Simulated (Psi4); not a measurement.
# MP2/def2-QZVPD (density fitting, density fitting for correlation, sweep point 6) run of CH5Al (SMILES [CH3][AlH2])

Aim: the energy change on altering one bond length of CH5Al at MP2/def2-QZVPD (density fitting, density fitting for correlation, sweep point 6), from 2 runs. 

Program for the calculation: Psi4 1.11.

### 1 The structure to begin with

CH5Al has 7 atoms, charge 0, and is taken as a singlet. SMILES: `[CH3][AlH2]`. Geometry: relaxed at PBE0-D4/def2-TZVP.

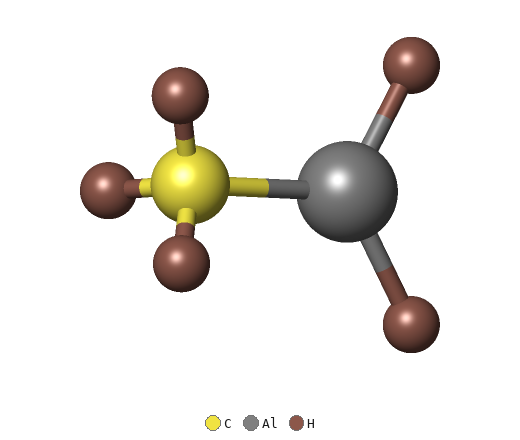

Viewed from a chosen angle; carbon yellow, aluminium grey, hydrogen brown.

### 2 The energy at MP2/def2-QZVPD (density fitting, density fitting for correlation, sweep point 6)

Input file calc.dat:

```
memory 1600 MB

molecule system {
  0 1
  C     -0.448500    -0.695600    -0.355500
  Al     0.562900     0.778300     0.424700
  H     -1.063100    -1.219600     0.380800
  H     -1.134400    -0.306400    -1.118200
  H      0.193400    -1.425500    -0.855600
  H      0.016000     1.549300     1.703400
  H      1.934800     1.251600    -0.225400
  symmetry c1
}

set puream true
set scf_type df
set num_frozen_docc 6

energy('mp2/def2-QZVPD')
print_variables()
```

The run is started by

```console
$ psi4 -i calc.dat -o calc.out -n 1
```

calc.out:

```text
[...]
  Running in c1 symmetry.
[...]
  Nuclear repulsion =   50.618451726653156
[...]
  Multiplicity = 1
[...]
  Nalpha       = 12
  Nbeta        = 12
[...]
    Number of basis functions: 304
[...]
   @DF-RHF iter   1:  -282.61302849056358   -7.48706e-01   1.43235e-03 ADIIS/DIIS
[...]
   @DF-RHF iter  10:  -282.71430893575280   -2.40448e-11   2.53182e-09 DIIS
[...]
    Orbital Energies [Eh]
    ---------------------
    Doubly Occupied:
       1A    -58.459157     2A    -11.191978     3A     -4.874250
       4A     -3.189828     5A     -3.186934     6A     -3.186675
       7A     -0.920921     8A     -0.547942     9A     -0.544884
      10A     -0.539741    11A     -0.420002    12A     -0.410038
[...]
  @DF-RHF Final Energy:  -282.71430893575280
   => Energetics <=
    Nuclear Repulsion Energy =             50.6184517266531557
    One-Electron Energy =                -491.7208260562405258
    Two-Electron Energy =                 158.3880653938344949
    Total Energy =                       -282.7143089357528538
[...]
 Multipole Moments:
 ------------------------------------------------------------------------------------
     Multipole            Electronic (a.u.)      Nuclear  (a.u.)        Total (a.u.)
 ------------------------------------------------------------------------------------
 L = 1.  Multiply by 2.5417464519 to convert [e a0] to [Debye]
 Dipole X            :          1.2744016           -1.4049734           -0.1305719
 Dipole Y            :          1.7248356           -1.9307177           -0.2058821
 Dipole Z            :          1.0082419           -1.1061640           -0.0979222
 Magnitude           :                                                    0.2627265
[...]
```

Run time: 8.1 s. Hardware: 1 thread of Intel Xeon Platinum 8259CL at 2.50GHz (Skylake/Cascade Lake), shared host; peak memory 0.66 GiB.

### 3 The distorted shape at the same level

Input file input.inp:

```
memory 1600 MB

molecule molecule1 {
  C     -0.311339    -0.773429    -0.202981
  Al     0.700061     0.700471     0.577219
  H     -0.925939    -1.297429     0.533319
  H     -1.134400    -0.306400    -1.118200
  H      0.330561    -1.503329    -0.703081
  H      0.153161     1.471471     1.855919
  H      2.071961     1.173771    -0.072881
  units angstrom
  symmetry c1
}

set globals {
  basis           def2-QZVPD
  puream          true
  scf_type        df
  num_frozen_docc 6
}

energy_value, wavefunction = energy('mp2', return_wfn=True)
```

The run is started by

```console
$ psi4 -i input.inp -o input.out -n 1
```

input.out:

```text
[...]
  Running in c1 symmetry.
[...]
  Nuclear repulsion =   49.912739190483535
[...]
  Multiplicity = 1
[...]
  Nalpha       = 12
  Nbeta        = 12
[...]
    Number of basis functions: 304
[...]
   @DF-RHF iter   1:  -282.59138338537048   -8.23102e-01   1.38458e-03 DIIS/ADIIS
[...]
   @DF-RHF iter  10:  -282.69260895062735   -6.34373e-11   3.33892e-09 DIIS
[...]
    Orbital Energies [Eh]
    ---------------------
    Doubly Occupied:
       1A    -58.461053     2A    -11.217094     3A     -4.876005
       4A     -3.191614     5A     -3.188716     6A     -3.188464
       7A     -0.903578     8A     -0.550209     9A     -0.549824
      10A     -0.498978    11A     -0.421094    12A     -0.411047
[...]
  @DF-RHF Final Energy:  -282.69260895062735
   => Energetics <=
    Nuclear Repulsion Energy =             49.9127391904835349
    One-Electron Energy =                -490.2953447941040963
    Two-Electron Energy =                 157.6899966529932158
    Total Energy =                       -282.6926089506273456
[...]
 Multipole Moments:
 ------------------------------------------------------------------------------------
     Multipole            Electronic (a.u.)      Nuclear  (a.u.)        Total (a.u.)
 ------------------------------------------------------------------------------------
 L = 1.  Multiply by 2.5417464519 to convert [e a0] to [Debye]
 Dipole X            :          1.4500563           -1.5217507           -0.0716944
 Dipole Y            :          1.6279586           -1.8644550           -0.2364965
 Dipole Z            :          1.2031128           -1.2360169           -0.0329041
 Magnitude           :                                                    0.2493057
[...]
```

Wall time 7.8 s (1 thread of Intel Xeon Platinum 8259CL at 2.50GHz (Skylake/Cascade Lake), shared host); peak memory 0.67 GiB.

### 4 Outcome

At MP2/def2-QZVPD (density fitting, density fitting for correlation, sweep point 6), 6 core orbitals frozen:

| quantity | value |
| --- | --- |
| first shape: total energy | -283.00182 Eh |
| first shape: HOMO energy (Hartree–Fock orbitals) | -11.16 eV |
| first shape: LUMO energy (Hartree–Fock orbitals) | 0.90 eV |
| first shape: HOMO–LUMO gap (Hartree–Fock orbitals) | 12.06 eV |
| first shape: correlation energy (6 core orbitals frozen) | -287.5 mEh |
| distorted shape: total energy | -282.98126 Eh |
| distorted shape: HOMO energy (Hartree–Fock orbitals) | -11.19 eV |
| distorted shape: LUMO energy (Hartree–Fock orbitals) | 0.86 eV |
| distorted shape: HOMO–LUMO gap (Hartree–Fock orbitals) | 12.04 eV |
| distorted shape: correlation energy (6 core orbitals frozen) | -288.6 mEh |
| energy change with the C1–H4 bond stretched from 1.097 to 1.316 Å | 0.560 eV |

In words: With the C1–H4 bond stretched from 1.097 to 1.316 Å the energy rises by 0.56 eV (12.9 kcal/mol). The first shape isn't relaxed at this level, so the change isn't measured from a minimum.
